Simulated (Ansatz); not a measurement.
```xyz
10

B    -1.5399    0.9950   -0.4571
B    -0.0523    0.2903   -0.4484
Si    0.4998   -0.7884    1.1869
S     1.1794    0.3488   -1.7358
H    -1.7169    2.1068   -0.0100
H    -2.5197    0.4068   -0.8591
H     1.8885   -1.3441    1.0478
H    -0.4528   -1.9318    1.3924
H     0.4503    0.0734    2.4164
H     0.5499    1.1114   -2.6714
```

All numbers below come from Ansatz 0.2.0, RKS PBE0-D4/cc-pVDZ.

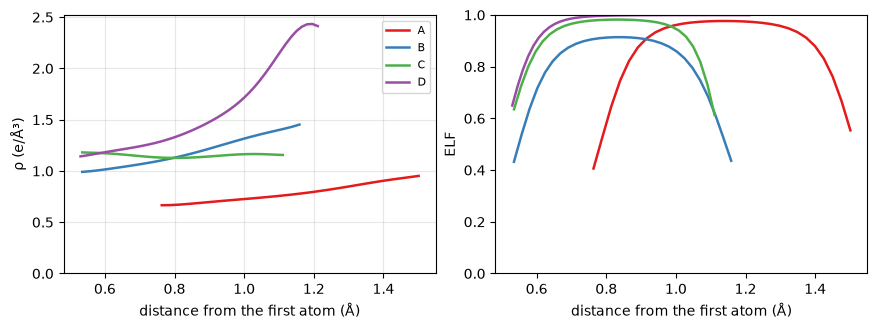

B₂H₆SSi. Electron density and electron localisation function along straight lines between neighbouring atoms. The curves leave out the atomic cores.

### Which curve belongs to which contact (B–B, B–H, B–S and Si–B)? The first atom named is at distance zero.

Curve A: Si–B (2.04 Å): the density is about 0.73 e/Å³ at the midpoint; the ELF peaks at about 1 between the atoms; a shared electron pair. Curve B: B–S (1.78 Å): the density is about 1.2 e/Å³ at the midpoint; the ELF peaks at about 0.90 between the atoms, as expected for a covalent bond. Curve C: B–B (1.65 Å): ρ is about 1.1 e/Å³ halfway; the ELF peaks at about 1 between the atoms (a shared electron pair). Curve D: B–H (1.21 Å): the density is about 1.2 e/Å³ at the midpoint; the ELF climbs to about 1 towards the hydrogen, as it does in any bond to H: an ordinary covalent bond to hydrogen.
